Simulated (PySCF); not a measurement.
**PH₃S: runs on many settings**

Which settings matter for PH₃S (`[PH3]=S`)?

Computed with PySCF 2.14.0, with density-fitted response routines of our own, on a single molecule, in the gas phase or a continuum. Atoms count from 0, in the outputs and in this text.

## Step 1: The starting structure

5 atoms, charge 0, multiplicity 1; geometry from: GFN2-xTB.

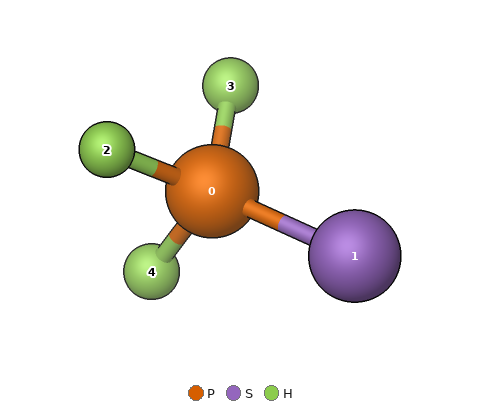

As it starts; phosphorus orange, sulfur purple, hydrogen green, atoms numbered.

## Step 2: Nuclear shieldings: PBE0/pcSseg-1

What the job is given:

```
{"job": {"kind": "nmr", "xc": "PBE0", "basis": "pcSseg-1"}, "charge": 0, "multiplicity": 1}
P      0.014234     0.000171    -0.005313
S      1.913662    -0.018695    -0.237836
H     -0.515749    -0.600132     1.135823
H     -0.628242     1.235229     0.066880
H     -0.775283    -0.613721    -0.976741
```

With the program's defaults for keys left out, this is: GIAO PBE0/pcSseg-1 NMR shielding, non-relativistic, gas phase.

On the command line:

```bash
> OMP_NUM_THREADS=1 python probes_run.py task.json out
```

The driver reads the jobs from task.json and runs them one after another.

Log:

```text
coarse grid: 5112 points
cycle   1  E = -740.9713844464  dE =  2.178e-01  |g| = 3.504e-01  |ddm| = 2.074e+00
cycle   2  E = -740.8920165679  dE =  7.937e-02  |g| = 6.091e-01  |ddm| = 1.762e+00
cycle   3  E = -741.0157789847  dE = -1.238e-01  |g| = 2.411e-02  |ddm| = 1.151e+00
cycle   4  E = -741.0158763466  dE = -9.736e-05  |g| = 1.423e-02  |ddm| = 4.183e-02
cycle   5  E = -741.0159368574  dE = -6.051e-05  |g| = 2.101e-03  |ddm| = 1.780e-02
cycle   6  E = -741.0159375146  dE = -6.573e-07  |g| = 2.491e-04  |ddm| = 1.991e-03
final grid: 39792 points
cycle   7  E = -741.0301059882  dE = -8.633e-06  |g| = 2.794e-03  |ddm| = 1.476e-02
cycle   8  E = -741.0301060404  dE = -5.214e-08  |g| = 2.641e-03  |ddm| = 7.934e-03
cycle   9  E = -741.0301077855  dE = -1.745e-06  |g| = 4.197e-04  |ddm| = 4.559e-03
cycle  10  E = -741.0301078426  dE = -5.710e-08  |g| = 5.164e-05  |ddm| = 6.774e-04
cycle  11  E = -741.0301078432  dE = -6.735e-10  |g| = 1.119e-05  |ddm| = 6.014e-05
converged SCF energy = -741.0301078432

GIAO shielding tensors (ppm)
atom      isotropic    diamagn.    paramagn.     s11        s22        s33       span
  0 P      426.425     964.604    -538.179    340.287    340.336    598.652    258.365
  1 S      919.213    1056.953    -137.741    661.322   1047.998   1048.317    386.995
  2 H       24.919      28.099      -3.180     20.434     20.891     33.431     12.997
  3 H       24.919      28.097      -3.178     20.435     20.892     33.431     12.996
  4 H       24.917      28.087      -3.170     20.433     20.885     33.432     13.000
```

Wall time 8.7 s (1 thread, shared host).

The references, computed at this level on geometries of the same kind, shield at (ppm): 1H TMS 31.72, 31P H3PO4 318.4, 33S CS2 504. Their shielding less the atom's gives the shift. The references are single molecules in the gas phase, so shifts against H2O, NH3, PH3, H3PO4 or CFCl3 are not on the usual liquid scales and can be off by tens of ppm. Atoms listed in one row are averaged.

```
     atoms                           environment  σ (ppm)  δ (ppm)
H2, H3, H4  hydrogen on a phosphorus bonded to S    24.92     6.80
        P0           phosphorus bonded to S, 3 H    426.4   -108.0
        S1                    sulfur bonded to P      919     -415
```

The run also stored atomic charges by several schemes (e):

```
atoms  Mulliken    IAO  Hirshfeld  ESP fit
   P0      0.25   0.69       0.29     0.12
   S1     -0.43  -0.56      -0.32    -0.36
```

Hirshfeld charges:

```csv
atom,value (e)
P0,0.29
S1,-0.32
H2,0.01
H3,0.01
H4,0.01
```

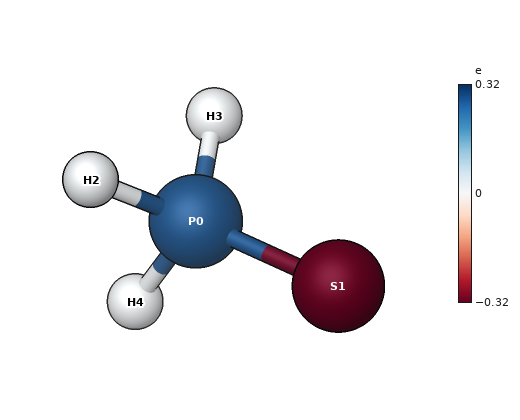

Hirshfeld charges, as colours on the atoms.

Mayer bond orders: P0–S1 1.58.

## Step 3: Ultraviolet spectrum: PBE0/def2-SVPD

What the job is given:

```
{"job": {"kind": "uv", "xc": "PBE0", "basis": "def2-SVPD", "nstates": 6, "ntriplets": 2}, "charge": 0, "multiplicity": 1}
P      0.014234     0.000171    -0.005313
S      1.913662    -0.018695    -0.237836
H     -0.515749    -0.600132     1.135823
H     -0.628242     1.235229     0.066880
H     -0.775283    -0.613721    -0.976741
```

With the program's defaults for keys left out, this is: TDDFT PBE0/def2-SVPD, vertical, gas phase, core orbitals frozen in the response.

Log:

```text
coarse grid: 5112 points
cycle   1  E = -740.7310772388  dE =  2.009e-01  |g| = 3.221e-01  |ddm| = 2.507e+00
cycle   2  E = -740.6645117851  dE =  6.657e-02  |g| = 5.450e-01  |ddm| = 1.347e+00
cycle   3  E = -740.7706200982  dE = -1.061e-01  |g| = 2.427e-02  |ddm| = 8.614e-01
cycle   4  E = -740.7707352922  dE = -1.152e-04  |g| = 1.628e-02  |ddm| = 6.704e-02
cycle   5  E = -740.7708230045  dE = -8.771e-05  |g| = 5.841e-04  |ddm| = 3.072e-02
cycle   6  E = -740.7708230855  dE = -8.097e-08  |g| = 2.062e-04  |ddm| = 2.493e-03
final grid: 39792 points
cycle   7  E = -740.8422621928  dE = -6.624e-06  |g| = 2.829e-03  |ddm| = 4.213e-02
cycle   8  E = -740.8422619612  dE =  2.317e-07  |g| = 2.837e-03  |ddm| = 9.482e-03
cycle   9  E = -740.8422646063  dE = -2.645e-06  |g| = 4.998e-04  |ddm| = 4.865e-03
cycle  10  E = -740.8422646926  dE = -8.625e-08  |g| = 6.350e-05  |ddm| = 9.343e-04
cycle  11  E = -740.8422646939  dE = -1.353e-09  |g| = 9.768e-06  |ddm| = 1.176e-04
cycle  12  E = -740.8422646940  dE = -4.172e-11  |g| = 1.567e-06  |ddm| = 2.277e-05
converged SCF energy = -740.8422646940

Static polarisability (au): isotropic 48.042, principal 41.166 41.175 61.785

Singlet excitations
state   eV       nm        f      main configurations
  1   5.4221    228.7   0.02131   H->L 0.93
  2   5.4232    228.6   0.02138   H-1->L 0.93
  3   5.9850    207.2   0.00000   H-1->L+2 0.50, H->L+3 0.49
  4   6.0117    206.2   0.01337   H->L+1 0.94
  5   6.0125    206.2   0.01333   H-1->L+1 0.94
  6   6.1794    200.6   0.00087   H->L+2 0.47, H-1->L+3 0.47

Triplet excitations (Tamm-Dancoff, eV): 4.8998 4.9000
```

Wall time 5.7 s (1 thread, shared host).

Frontier orbitals and where they lie:

```
orbital      eV                      atoms
 HOMO−3  -12.55  P0 48 %, H3 22 %, H2 19 %
 HOMO−2  -10.71           S1 66 %, P0 25 %
 HOMO−1   -7.03   S1 74 %, P0 19 %, H4 4 %
   HOMO   -7.03           S1 74 %, P0 19 %
   LUMO   -0.18  S1 34 %, P0 24 %, H4 14 %
 LUMO+1    0.31  P0 36 %, S1 34 %, H4 10 %
 LUMO+2    0.56  P0 44 %, S1 21 %, H3 15 %
```

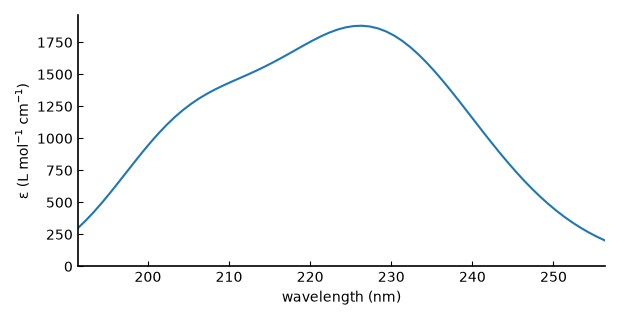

Absorption spectrum: each of the 6 states is a Gaussian band of 0.4 eV half-width at 1/e. Beyond the last state computed it falls off for lack of states.

Further results of this job:

| property | computed |
| --- | --- |
| dipole moment (D) | 3.70 |
| polarisability (Å³) | 7.12 |
| HOMO–LUMO gap (eV) | 6.85 |
| −ε(HOMO) (eV) | 7.03 |

## Step 4: NMR shieldings: BHandHLYP/pcSseg-1

What the job is given:

```
{"job": {"kind": "nmr", "xc": "BHandHLYP", "basis": "pcSseg-1", "pop": false, "scf": {"conv": 1e-08}}, "charge": 0, "multiplicity": 1}
P      0.014234     0.000171    -0.005313
S      1.913662    -0.018695    -0.237836
H     -0.515749    -0.600132     1.135823
H     -0.628242     1.235229     0.066880
H     -0.775283    -0.613721    -0.976741
```

Method: GIAO BHandHLYP/pcSseg-1 NMR shielding, non-relativistic, gas phase.

Log:

```text
final grid: 39792 points
cycle   1  E = -741.2392189183  dE =  2.236e-01  |g| = 3.743e-01  |ddm| = 2.050e+00
cycle   2  E = -741.2295884302  dE =  9.630e-03  |g| = 4.378e-01  |ddm| = 1.377e+00
cycle   3  E = -741.2907112707  dE = -6.112e-02  |g| = 1.798e-02  |ddm| = 7.494e-01
cycle   4  E = -741.2907993500  dE = -8.808e-05  |g| = 6.140e-03  |ddm| = 2.827e-02
cycle   5  E = -741.2908123604  dE = -1.301e-05  |g| = 2.168e-03  |ddm| = 1.085e-02
cycle   6  E = -741.2908135470  dE = -1.187e-06  |g| = 2.095e-04  |ddm| = 2.483e-03
cycle   7  E = -741.2908135699  dE = -2.291e-08  |g| = 2.978e-05  |ddm| = 5.220e-04
cycle   8  E = -741.2908135708  dE = -9.099e-10  |g| = 5.625e-06  |ddm| = 1.510e-04
converged SCF energy = -741.2908135708

GIAO shielding tensors (ppm)
atom      isotropic    diamagn.    paramagn.     s11        s22        s33       span
  0 P      422.050     963.800    -541.750    338.881    338.930    588.340    249.459
  1 S      921.303    1057.077    -135.773    693.528   1035.024   1035.359    341.831
  2 H       25.451      28.371      -2.920     20.949     21.623     33.781     12.832
  3 H       25.451      28.368      -2.917     20.949     21.625     33.780     12.831
  4 H       25.449      28.358      -2.909     20.947     21.617     33.782     12.834
```

Wall time 4.2 s (1 thread, shared host).

This run: σ P0 422.1, S1 921, H2 25.45 ppm (means over like atoms).

## Step 5: Excited states and response: OPBE/def2-SVPD

What the job is given:

```
{"job": {"kind": "uv", "xc": "OPBE", "basis": "def2-SVPD", "nstates": 1, "ntriplets": 2, "tda": false, "scf": {"guess": "atom"}}, "charge": 0, "multiplicity": 1}
P      0.014234     0.000171    -0.005313
S      1.913662    -0.018695    -0.237836
H     -0.515749    -0.600132     1.135823
H     -0.628242     1.235229     0.066880
H     -0.775283    -0.613721    -0.976741
```

With the program's defaults for keys left out, this is: TDDFT OPBE/def2-SVPD, vertical, gas phase, core orbitals frozen in the response.

Log:

```text
final grid: 39792 points
cycle   1  E = -741.0078036957  dE =  3.828e-01  |g| = 3.848e-01  |ddm| = 3.547e+00
cycle   2  E = -740.8032488533  dE =  2.046e-01  |g| = 8.306e-01  |ddm| = 1.811e+00
cycle   3  E = -741.0576431418  dE = -2.544e-01  |g| = 1.303e-01  |ddm| = 1.323e+00
cycle   4  E = -741.0635670073  dE = -5.924e-03  |g| = 4.449e-02  |ddm| = 3.511e-01
cycle   5  E = -741.0641896622  dE = -6.227e-04  |g| = 7.621e-03  |ddm| = 7.097e-02
cycle   6  E = -741.0642163195  dE = -2.666e-05  |g| = 8.682e-04  |ddm| = 1.367e-02
cycle   7  E = -741.0642166080  dE = -2.885e-07  |g| = 1.010e-04  |ddm| = 1.899e-03
cycle   8  E = -741.0642166123  dE = -4.294e-09  |g| = 1.735e-05  |ddm| = 2.009e-04
cycle   9  E = -741.0642166124  dE = -1.332e-10  |g| = 2.442e-06  |ddm| = 3.633e-05
converged SCF energy = -741.0642166124

Static polarisability (au): isotropic 48.258, principal 41.090 41.100 62.585

Singlet excitations
state   eV       nm        f      main configurations
  1   5.2020    238.3   0.01531   H->L 0.98

Triplet excitations (Tamm-Dancoff, eV): 4.7465 4.7467
```

Run time: 6.1 s. Hardware: 1 thread, shared host.

This run: HOMO -5.96 eV, LUMO -0.94 eV; lowest singlet 5.20 eV.

## Step 6: Nuclear shieldings: HCTH407/pcSseg-1 in acetonitrile

What the job is given:

```
{"job": {"kind": "nmr", "xc": "HCTH407", "basis": "pcSseg-1", "solvent": "acetonitrile", "pop": true}, "charge": 0, "multiplicity": 1}
P      0.014234     0.000171    -0.005313
S      1.913662    -0.018695    -0.237836
H     -0.515749    -0.600132     1.135823
H     -0.628242     1.235229     0.066880
H     -0.775283    -0.613721    -0.976741
```

Method: GIAO HCTH407/pcSseg-1 NMR shielding, non-relativistic, IEF-PCM acetonitrile.

Log:

```text
coarse grid: 5112 points
cycle   1  E = -741.3825735030  dE =  1.871e-01  |g| = 3.315e-01  |ddm| = 2.118e+00
cycle   2  E = -741.3323647515  dE =  5.021e-02  |g| = 5.287e-01  |ddm| = 1.366e+00
cycle   3  E = -741.4168225501  dE = -8.446e-02  |g| = 4.856e-02  |ddm| = 9.059e-01
cycle   4  E = -741.4175669322  dE = -7.444e-04  |g| = 1.940e-02  |ddm| = 8.736e-02
cycle   5  E = -741.4176692354  dE = -1.023e-04  |g| = 1.873e-03  |ddm| = 2.081e-02
cycle   6  E = -741.4176703062  dE = -1.071e-06  |g| = 3.681e-04  |ddm| = 3.178e-03
final grid: 39792 points
cycle   7  E = -741.4266274048  dE = -2.920e-05  |g| = 4.280e-03  |ddm| = 2.008e-02
cycle   8  E = -741.4266265747  dE =  8.301e-07  |g| = 3.122e-03  |ddm| = 5.936e-03
cycle   9  E = -741.4266282448  dE = -1.670e-06  |g| = 1.515e-03  |ddm| = 5.863e-03
cycle  10  E = -741.4266289463  dE = -7.015e-07  |g| = 8.116e-05  |ddm| = 2.303e-03
cycle  11  E = -741.4266289487  dE = -2.419e-09  |g| = 3.047e-05  |ddm| = 1.869e-04
cycle  12  E = -741.4266289489  dE = -2.156e-10  |g| = 4.054e-06  |ddm| = 3.926e-05
converged SCF energy = -741.4266289489

GIAO shielding tensors (ppm)
atom      isotropic    diamagn.    paramagn.     s11        s22        s33       span
  0 P      417.208     965.687    -548.479    339.075    339.143    573.406    234.332
  1 S      914.886    1059.089    -144.203    749.352    997.501    997.805    248.452
  2 H       24.773      27.583      -2.810     20.248     20.894     33.177     12.929
  3 H       24.773      27.580      -2.807     20.247     20.895     33.177     12.929
  4 H       24.770      27.568      -2.798     20.245     20.887     33.177     12.932
```

It took 7.6 s on 1 thread, shared host.

This run: σ P0 417.2, S1 915, H2 24.77 ppm (means over like atoms).

## Step 7: Run by run: NMR shifts

Isotropic shieldings (ppm), means over like atoms, with basis size and wall time:

| run | H2 | P0 | S1 | functions | time |
| --- | --- | --- | --- | --- | --- |
| PBE0/pcSseg-1 | 24.92 | 426.4 | 919 | 63 | 8.7 s |
| BHandHLYP/pcSseg-1 | 25.45 | 422.1 | 921 | 63 | 4.2 s |
| HCTH407/pcSseg-1 in acetonitrile | 24.77 | 417.2 | 915 | 63 | 7.6 s |

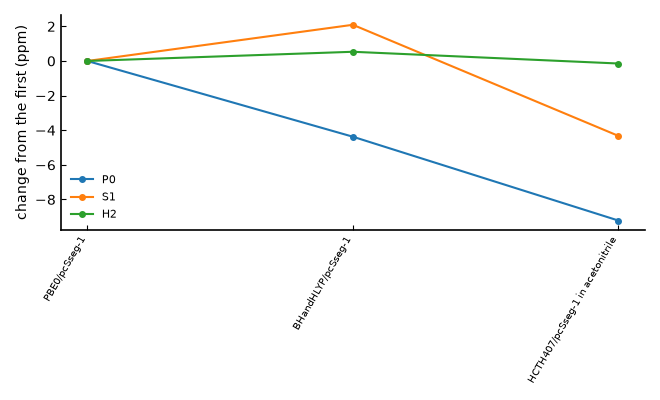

How the tabulated atoms move from run to run.

## Step 8: Run by run: electronic excitations

Excitations and ground-state properties, with basis size and wall time:

| run | lowest singlet (eV) | brightest (eV) | f | gap (eV) | α (Å³) | μ (D) | functions | time |
| --- | --- | --- | --- | --- | --- | --- | --- | --- |
| PBE0/def2-SVPD | 5.42 | 5.42 | 0.021 | 6.85 | 7.12 | 3.70 | 75 | 5.7 s |
| OPBE/def2-SVPD | 5.20 | 5.20 | 0.015 | 5.02 | 7.15 | 3.54 | 75 | 6.1 s |

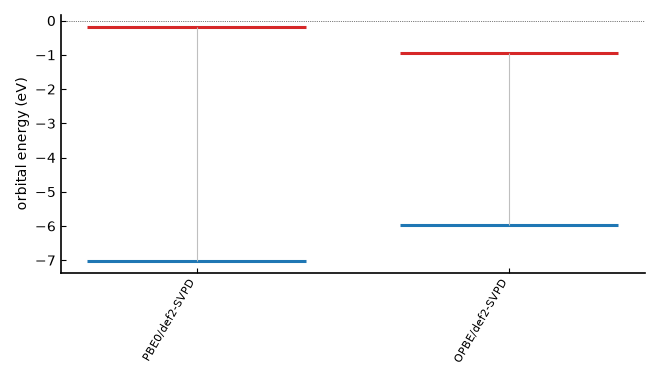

HOMO (blue) and LUMO (red) run by run.

## Step 9: Summary of results

| quantity | value |
| --- | --- |
| 1H shifts against TMS (PBE0/pcSseg-1, means over atoms taken as alike) | 6.80 ppm |
| 31P shifts against H3PO4 (PBE0/pcSseg-1) | -108.0 ppm |
| 33S shifts against CS2 (PBE0/pcSseg-1) | -415 ppm |
| lowest singlet (PBE0/def2-SVPD) | 5.42 eV (229 nm), f = 0.021 |
| brightest single state of those computed | state 2, 5.42 eV, f = 0.021 |
| lowest triplet | 4.90 eV |
| range of the shielding of P0 | 417.2 to 426.4 ppm |
| range of the lowest singlet | 5.20 to 5.42 eV |

**Reading.** Single values in the summary come from the first run of each kind that ended normally (PBE0/pcSseg-1; PBE0/def2-SVPD), which need not be the best level. At PBE0/pcSseg-1: The widest tensor belongs to S1: span 387 ppm, with a paramagnetic part of -138 ppm. The first singlet state (HOMO→LUMO 0.93) lies at 5.42 eV and is weak; of the 6 states computed, the strongest absorption comes from states 1 to 2 together at 5.42 eV. The lowest triplet lies 0.52 eV below the lowest singlet (triplets in Tamm-Dancoff, singlets in full TDDFT). In ppm, P0 moves most: its shielding spreads over 9.2 ppm, from 417.2 (HCTH407/pcSseg-1 in acetonitrile) to 426.4 (PBE0/pcSseg-1). The lowest singlet runs from 5.20 eV (OPBE/def2-SVPD) to 5.42 eV (PBE0/def2-SVPD), while the orbital gap spans 5.02 to 6.85 eV: the excitation energy moves far less from run to run than the orbital gap does. The lowest state need not be the same one in every run. The runs solved for a few states only, so the brightest column depends on that window.
